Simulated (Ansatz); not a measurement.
**SiGe₂ (singlet): wave-function methods side by side, cc-pVDZ**

Aim: climb from Hartree-Fock through coupled cluster and multireference methods for SiGe₂ (singlet) at one geometry and basis, and see what each rung misses.

Method: cc-pVDZ, core rule «outside noble gas», up to 33 orbitals frozen; program: Ansatz 0.2.0, Gaussian basis.

To be run: UHF; CCSD(T) on RHF; BCCD(T) on RHF; CISD; CCSDT(Q) on RHF; CASSCF and MRCISD+Q, 8 electrons in 8 orbitals; CASSCF and NEVPT2, 8 electrons in 8 orbitals.

34 further runs of the same task are left out: 21 that didn't finish, 13 set aside as unsound or not needed.

## Step 1: What is computed

The geometry is a PBE0/def2-TZVP stationary point (not a proven minimum) of the parent state, kept for this charge and spin. No spin-orbit coupling is included. The filled d shell of Ge may be among the frozen orbitals whatever the setting's name suggests; the logs give the count.

3 atoms, charge 0, spin multiplicity 1.

Atoms are counted from 1 here; the program's logs count them from 0.

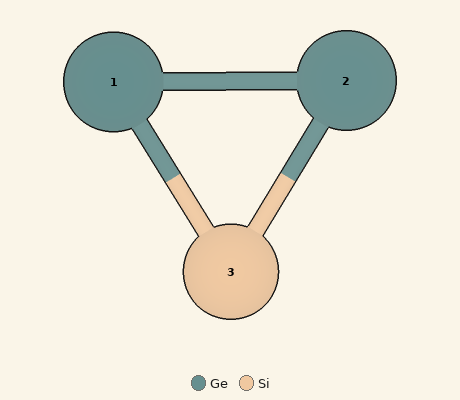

The geometry (germanium teal, silicon light orange); atoms are numbered from 1 in the order of the file.

In the tables R marks a restricted determinant and U an unrestricted one; 'frontier' is the active space of 8 electrons in 8 orbitals; energies count from the table's Hartree-Fock row.

## Step 2: UHF

Input file in.yaml:

```yaml
crystal:
  periodic: [false, false, false]
  atoms:
    - {symbol: Ge, position_ang: [0.000000, 0.325086, 1.226603]}
    - {symbol: Ge, position_ang: [0.000000, 0.325086, -1.226603]}
    - {symbol: Si, position_ang: [0.000000, -1.681598, 0.000000]}
basis:
  gaussian: {orbitals: cc-pVDZ}
magnetization: {spin_polarized: true, initial_magnetization: 0}
hamiltonian: {xc: hf}
output: {orbitals: {seedname: orbitals}}
```

The run is started by

```
ansatz run in.yaml --threads 1 --pin off --events-out ev --progress --plain --max-ram 2393MiB
```

The log of the run:

```text
Functional definition: HF
  name "HF"
  cite "Fock, Z. Phys. 61, 126 (1930) doi:10.1007/BF01340294"
  parent pbe
  exchange = exact_x
  correlation = 0
843 factors; integrals over basis functions are off by at most 7.9e-4 eV
mean field evaluation 1: about -120804.8089 eV, gradient 5.8e0 eV
mean field evaluation 2: about -120804.9007 eV, gradient 5.8e0 eV
mean field evaluation 4: about -120805.3169 eV, gradient 1.6e0 eV
mean field evaluation 8: about -120805.3547 eV, gradient 3.5e-2 eV
mean field evaluation 16: about -120805.4678 eV, gradient 8.5e-1 eV
mean field evaluation 32: about -120806.1432 eV, gradient 3.6e-5 eV
mean field evaluation 64: about -120805.0760 eV, gradient 4.2e0 eV
mean field evaluation 96: about -120806.0236 eV, gradient 1.2e0 eV
mean field evaluation 128: about -120805.2459 eV, gradient 4.3e-1 eV
mean field evaluation 160: about -120806.1153 eV, gradient 9.9e-2 eV
mean field evaluation 192: about -120806.0489 eV, gradient 1.4e-1 eV
mean field evaluation 224: about -120804.5648 eV, gradient 5.6e0 eV
mean field evaluation 256: about -120805.8038 eV, gradient 1.7e0 eV
mean field evaluation 288: about -120805.1355 eV, gradient 9.1e-1 eV
mean field evaluation 320: about -120804.5791 eV, gradient 7.2e0 eV
mean field evaluation 352: about -120806.1272 eV, gradient 1.9e-1 eV
mean field evaluation 384: about -120805.0327 eV, gradient 5.8e-2 eV
mean field evaluation 416: about -120805.3548 eV, gradient 1.9e-3 eV
mean field -120806.14321062 eV, -4439.5438776455 hartree, gradient 8.8e-6 eV, S^2 1.122021; 9 other end points of the search recorded, 0 dependent functions left out
reference -120806.14321062 eV, -4439.5438776455 hartree; 39, 39 occupied and 33, 33 virtual orbitals, 843 factors
Total energy: -120806.14321062 eV, -4439.5438776455 hartree
```

Run time: 29 s. Hardware: 1 thread of Arm Neoverse V1, shared host; peak memory 0.26 GiB.

From the report: ⟨S²⟩ of the determinant 1.122 (pure singlet: 0.00). The determinant is far from a pure spin state, so its energy mixes those of several spin states (harmless only where they are near-degenerate, as at dissociation).

The unrestricted solution breaks the spin symmetry, so the restricted determinant is unstable here.

## Step 3: CCSD(T) on RHF

in.yaml: that of step 2 with these lines changed.

```diff
@@ -8,4 +8,4 @@
   gaussian: {orbitals: cc-pVDZ}
-magnetization: {spin_polarized: true, initial_magnetization: 0}
-hamiltonian: {xc: hf}
-output: {orbitals: {seedname: orbitals}}
+magnetization: {spin_polarized: false}
+correlation: {method: ccsd_t, electrons: outside_noble_gas}
+output: {forces: true}
```

Launched as before.

The log of the run (excerpt; [...] marks lines left out):

```text
Functional definition: HF
  name "HF"
  cite "Fock, Z. Phys. 61, 126 (1930) doi:10.1007/BF01340294"
  parent pbe
[...]
843 factors; integrals over basis functions are off by at most 7.9e-4 eV
[...]
mean field -120805.35476108 eV, -4439.5149026591 hartree, gradient 2.6e-6 eV, S^2 0.000000; 10 other end points of the search recorded, 0 dependent functions left out; unrestricted orbitals would lower it
determinant -120805.35476108 eV, -4439.5149026591 hartree, with singles and doubles -120812.72069321 eV, -4439.7855956721 hartree
determinant -120804.83935698 eV, -4439.4959619078 hartree, with singles and doubles -120812.30426052 eV, -4439.7702920532 hartree
determinant -120803.39816924 eV, -4439.4429992353 hartree, with singles and doubles -120810.15568490 eV, -4439.6913333555 hartree
[...]
33 core orbitals not correlated: weight in the atoms' cores, before any rotation towards them, 1.000 or more for the frozen orbitals, at most 0.000 for the correlated occupied ones
reference -120805.35476108 eV, -4439.5149026591 hartree; 6, 6 occupied and 33, 33 virtual orbitals, 843 factors
second order -6.68718991 eV of doubles, -0.00000000 eV of singles
cycle   1  -7.36620193 eV  change   -2.4e-6 eV  update   2.5e-6
[...]
cycle   6  -7.36620177 eV  change   -9.1e-8 eV  update   1.7e-7
perturbative correction -0.54890380 eV, -0.0201718426 hartree
[...]
Total energy: -120813.26986664 eV, -4439.8057774236 hartree
Atom 0 at     0.000000     0.325086     1.226603 Å, force    -0.000000    -0.478182     1.945416 eV/Å
Atom 1 at     0.000000     0.325086    -1.226603 Å, force    -0.000000    -0.478182    -1.945416 eV/Å
Atom 2 at     0.000000    -1.681598     0.000000 Å, force    -0.000000     0.956364     0.000000 eV/Å
Dipole moment:     0.000000    -0.084539    -0.000000 e Å
```

It took 18 s on 1 thread of Arm Neoverse V1, shared host.

From the report: correlation -7.9151 eV; T1 0.031; largest double amplitude 0.12.

## Step 4: BCCD(T) on RHF

in.yaml: that of step 3 with these lines changed.

```diff
@@ -9,3 +9,2 @@
 magnetization: {spin_polarized: false}
-correlation: {method: ccsd_t, electrons: outside_noble_gas}
-output: {forces: true}
+correlation: {method: bccd_t, electrons: outside_noble_gas}
```

The command is unchanged.

The log of the run (excerpt; [...] marks lines left out):

```text
Functional definition: HF
  name "HF"
  cite "Fock, Z. Phys. 61, 126 (1930) doi:10.1007/BF01340294"
  parent pbe
[...]
843 factors; integrals over basis functions are off by at most 7.9e-4 eV
[...]
mean field -120805.35476108 eV, -4439.5149026591 hartree, gradient 2.6e-6 eV, S^2 0.000000; 10 other end points of the search recorded, 0 dependent functions left out; unrestricted orbitals would lower it
determinant -120805.35476108 eV, -4439.5149026591 hartree, with singles and doubles -120812.72069321 eV, -4439.7855956721 hartree
determinant -120804.83935698 eV, -4439.4959619078 hartree, with singles and doubles -120812.30426052 eV, -4439.7702920532 hartree
determinant -120803.39816924 eV, -4439.4429992353 hartree, with singles and doubles -120810.15568490 eV, -4439.6913333555 hartree
determinant -120802.37258554 eV, -4439.4053097296 hartree, with singles and doubles -120810.86952026 eV, -4439.7175663210 hartree
determinant -120805.35476108 eV, -4439.5149026591 hartree, with singles and doubles -120812.72096063 eV, -4439.7856054997 hartree
determinant -120804.83935698 eV, -4439.4959619078 hartree, with singles and doubles -120812.30475682 eV, -4439.7703102920 hartree
33 core orbitals not correlated: weight in the atoms' cores, before any rotation towards them, 1.000 or more for the frozen orbitals, at most 0.000 for the correlated occupied ones
reference -120805.35476108 eV, -4439.5149026591 hartree; 6, 6 occupied and 33, 33 virtual orbitals, 843 factors
second order -6.68718991 eV of doubles, -0.00000000 eV of singles
cycle   1  -7.32149196 eV  change    4.5e-2 eV  update   1.6e-2
[...]
cycle  10  -7.33337818 eV  change   -4.4e-6 eV  update   1.1e-5
perturbative correction -0.58848329 eV, -0.0216263620 hartree
Total energy: -120813.27662255 eV, -4439.8060256986 hartree
```

Wall time 15 s (1 thread of Arm Neoverse V1, shared host).

From the report: correlation -7.9219 eV; largest double amplitude 0.12.

## Step 5: CISD

in.yaml: that of step 4 with these lines changed.

```diff
@@ -8,3 +8,2 @@
   gaussian: {orbitals: cc-pVDZ}
-magnetization: {spin_polarized: false}
-correlation: {method: bccd_t, electrons: outside_noble_gas}
+correlation: {active_space: {ras: {orbitals: [6, 0, 33], electrons: 12, max_holes: 2, max_particles: 2}, fixed_orbitals: true}}
```

Launched as before.

The log of the run:

```text
Functional definition: HF
  name "HF"
  cite "Fock, Z. Phys. 61, 126 (1930) doi:10.1007/BF01340294"
  parent pbe
  exchange = exact_x
  correlation = 0
843 factors; integrals over basis functions are off by at most 7.9e-4 eV
mean field evaluation 1: about -120804.8089 eV, gradient 8.2e0 eV
mean field evaluation 2: about -120804.9007 eV, gradient 8.2e0 eV
mean field evaluation 4: about -120805.3171 eV, gradient 2.2e0 eV
mean field evaluation 8: about -120805.3511 eV, gradient 2.4e-1 eV
mean field evaluation 16: about -120805.3548 eV, gradient 2.7e-6 eV
mean field evaluation 32: about -120805.0750 eV, gradient 3.0e0 eV
mean field evaluation 64: about -120804.9249 eV, gradient 2.8e0 eV
mean field -120805.35476108 eV, -4439.5149026591 hartree, gradient 2.6e-6 eV, S^2 0.000000; 8 other end points of the search recorded, 0 dependent functions left out
reference -120805.35476108 eV, -4439.5149026591 hartree; 39, 39 occupied and 33, 33 virtual orbitals, 843 factors
state -120811.75728048 eV, -4439.7501909073 hartree
Total energy: -120811.75728048 eV, -4439.7501909073 hartree
```

It took 8 s on 1 thread of Arm Neoverse V1, shared host.

From the report: 14,519 determinants.

## Step 6: CCSDT(Q) on RHF

in.yaml: that of step 5 with these lines changed.

```diff
@@ -8,2 +8,3 @@
   gaussian: {orbitals: cc-pVDZ}
-correlation: {active_space: {ras: {orbitals: [6, 0, 33], electrons: 12, max_holes: 2, max_particles: 2}, fixed_orbitals: true}}
+magnetization: {spin_polarized: false}
+correlation: {method: ccsdt_q, electrons: outside_noble_gas}
```

The command is unchanged.

The log of the run (excerpt; [...] marks lines left out):

```text
Functional definition: HF
  name "HF"
  cite "Fock, Z. Phys. 61, 126 (1930) doi:10.1007/BF01340294"
  parent pbe
[...]
1460 factors; integrals over basis functions are off by at most 1.4e-7 eV
[...]
mean field -120805.35489239 eV, -4439.5149074848 hartree, gradient 2.4e-6 eV, S^2 0.000000; 10 other end points of the search recorded, 0 dependent functions left out; unrestricted orbitals would lower it
[...]
determinant -120805.35489239 eV, -4439.5149074848 hartree, with singles and doubles -120812.72082283 eV, -4439.7856004356 hartree
determinant -120804.83948347 eV, -4439.4959665563 hartree, with singles and doubles -120812.30439165 eV, -4439.7702968720 hartree
determinant -120803.39828104 eV, -4439.4430033438 hartree, with singles and doubles -120810.15581251 eV, -4439.6913380449 hartree
determinant -120802.37268558 eV, -4439.4053134060 hartree, with singles and doubles -120810.86965319 eV, -4439.7175712061 hartree
determinant -120805.35489239 eV, -4439.5149074848 hartree, with singles and doubles -120812.72108977 eV, -4439.7856102453 hartree
determinant -120804.83948347 eV, -4439.4959665563 hartree, with singles and doubles -120812.30488633 eV, -4439.7703150513 hartree
33 core orbitals not correlated: weight in the atoms' cores, before any rotation towards them, 1.000 or more for the frozen orbitals, at most 0.000 for the correlated occupied ones
reference -120805.35489239 eV, -4439.5149074848 hartree; 6, 6 occupied and 33, 33 virtual orbitals, 1460 factors
second order -6.68721078 eV of doubles, -0.00000000 eV of singles
cycle   1  -6.92232596 eV  change   -2.4e-1 eV  update   1.5e-1
[...]
cycle  27  -7.94994692 eV  change   -2.1e-7 eV  update   1.4e-6
perturbative correction -0.08120931 eV, -0.0029843870 hartree
Total energy: -120813.38604862 eV, -4439.8100470323 hartree
```

Wall time 31 s (1 thread of Arm Neoverse V1, shared host); peak memory 0.27 GiB.

From the report: correlation -8.0312 eV; T1 0.036; largest double amplitude 0.17.

## Step 7: CASSCF and MRCISD+Q, 8 electrons in 8 orbitals

in.yaml: that of step 6 with these lines changed.

```diff
@@ -8,3 +8,2 @@
   gaussian: {orbitals: cc-pVDZ}
-magnetization: {spin_polarized: false}
-correlation: {method: ccsdt_q, electrons: outside_noble_gas}
+correlation: {method: fic_mrcisd_q, electrons: outside_noble_gas, active_space: {window: {electrons: 8, orbitals: 8}}}
```

The command is unchanged.

The log of the run (excerpt; [...] marks lines left out):

```text
Functional definition: HF
  name "HF"
  cite "Fock, Z. Phys. 61, 126 (1930) doi:10.1007/BF01340294"
  parent pbe
[...]
843 factors; integrals over basis functions are off by at most 7.9e-4 eV
[...]
mean field -120805.35476108 eV, -4439.5149026591 hartree, gradient 2.6e-6 eV, S^2 0.000000; 8 other end points of the search recorded, 0 dependent functions left out; unrestricted orbitals would lower it
reference -120805.35476108 eV, -4439.5149026591 hartree; 39, 39 occupied and 33, 33 virtual orbitals, 843 factors
state -120807.59226512 eV, -4439.5971294162 hartree
contracted CI cycle   1: correlation 0.00000000 eV, 0.0000000000 hartree, residual 1.42e1 eV
contracted CI cycle   2: correlation -4.71769959 eV, -0.1733722623 hartree, residual 3.12e0 eV
contracted CI cycle   3: correlation -4.95912898 eV, -0.1822446288 hartree, residual 8.57e-1 eV
contracted CI cycle   4: correlation -4.97869142 eV, -0.1829635348 hartree, residual 2.95e-1 eV
contracted CI cycle   5: correlation -4.98116404 eV, -0.1830544021 hartree, residual 1.12e-1 eV
contracted CI cycle   6: correlation -4.98153044 eV, -0.1830678672 hartree, residual 4.41e-2 eV
contracted CI cycle   7: correlation -4.98158631 eV, -0.1830699204 hartree, residual 1.82e-2 eV
contracted CI cycle   8: correlation -4.98159560 eV, -0.1830702618 hartree, residual 7.58e-3 eV
contracted CI cycle   9: correlation -4.98159720 eV, -0.1830703203 hartree, residual 3.07e-3 eV
contracted CI cycle  10: correlation -4.98159746 eV, -0.1830703301 hartree, residual 1.19e-3 eV
state -120807.59226512 eV, -4439.5971294162 hartree; corrected -120813.26395787 eV, -4439.8055602804 hartree
Total energy: -120813.26395787 eV, -4439.8055602804 hartree
```

Wall time 46 s (1 thread of Arm Neoverse V1, shared host); peak memory 0.31 GiB.

From the report: 2,450 determinants; active occupations 1.98, 1.94, 1.91, 1.89, 0.11, 0.07, 0.05, 0.05.

## Step 8: CASSCF and NEVPT2, 8 electrons in 8 orbitals

in.yaml: that of step 7 with these lines changed.

```diff
@@ -8,2 +8,2 @@
   gaussian: {orbitals: cc-pVDZ}
-correlation: {method: fic_mrcisd_q, electrons: outside_noble_gas, active_space: {window: {electrons: 8, orbitals: 8}}}
+correlation: {method: sc_nevpt2, electrons: outside_noble_gas, active_space: {window: {electrons: 8, orbitals: 8}}}
```

Launched as before.

The log of the run (excerpt; [...] marks lines left out):

```text
Functional definition: HF
  name "HF"
  cite "Fock, Z. Phys. 61, 126 (1930) doi:10.1007/BF01340294"
  parent pbe
[...]
843 factors; integrals over basis functions are off by at most 7.9e-4 eV
[...]
mean field -120805.35476108 eV, -4439.5149026591 hartree, gradient 2.6e-6 eV, S^2 0.000000; 8 other end points of the search recorded, 0 dependent functions left out; unrestricted orbitals would lower it
reference -120805.35476108 eV, -4439.5149026591 hartree; 39, 39 occupied and 33, 33 virtual orbitals, 843 factors
state -120807.59226512 eV, -4439.5971294162 hartree
state -120807.59226512 eV, -4439.5971294162 hartree; corrected -120812.13545436 eV, -4439.7640885411 hartree
Total energy: -120812.13545436 eV, -4439.7640885411 hartree
```

Run time: 45 s. Hardware: 1 thread of Arm Neoverse V1, shared host; peak memory 0.29 GiB.

From the report: 2,450 determinants; active occupations 1.98, 1.94, 1.91, 1.89, 0.11, 0.07, 0.05, 0.05.

## Step 9: Misses and costs

No level here is safe as a reference; RCCSDT(Q) serves as a yardstick only. Rows without a time come out of other runs: HF, MP2 and CCSD of CCSD(T), CCSDT of CCSDT(Q), CASSCF and MRCISD of the multireference runs. The times of RCCSD(T) include forces.

```csv
method,energy from the lowest RHF (meV),from RCCSDT(Q) (meV),time
RHF,0.0,+8031.3,
RMP2,-6687.2,+1344.1,
CISD,-6402.5,+1628.8,8 s
RCCSD,-7366.2,+665.1,
RCCSD(T),-7915.1,+116.2,18 s
BCCD(T),-7921.9,+109.4,15 s
RCCSDT,-7950.1,+81.2,
RCCSDT(Q),-8031.3,0,31 s
CASSCF frontier,-2237.5,+5793.8,
NEVPT2 frontier,-6780.7,+1250.6,45 s
MRCISD frontier,-7219.1,+812.2,
MRCISD+Q frontier,-7909.2,+122.1,46 s
```

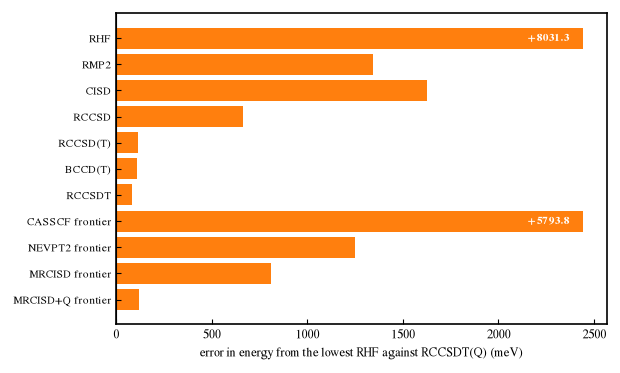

Error of each method against RCCSDT(Q). Bars with a number in them are cut short.

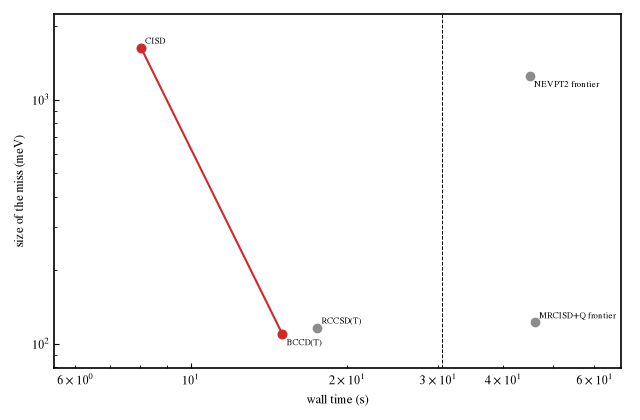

Accuracy for the time spent; red marks the levels that beat every quicker one drawn (of those quicker than the yardstick), and the dashed line is the time of RCCSDT(Q). Times are from a shared host.

## Step 10: Results

| quantity | value |
| --- | --- |
| RCCSDT(Q) below the RHF energy | -8.0313 eV |
| RMP2 from RCCSDT(Q) | +1344.1 meV |
| RCCSD from RCCSDT(Q) | +665.1 meV |
| RCCSD(T) from RCCSDT(Q) | +116.2 meV |
| NEVPT2 frontier from RCCSDT(Q) | +1250.6 meV |
| MRCISD+Q frontier from RCCSDT(Q) | +122.1 meV |
| T1 diagnostic | 0.031 |

In words: RCCSD(T) misses by +116.2 meV, 1.4 % of the correlation energy. Warnings: restricted reference is unstable; spin contamination; large T1 diagnostic.
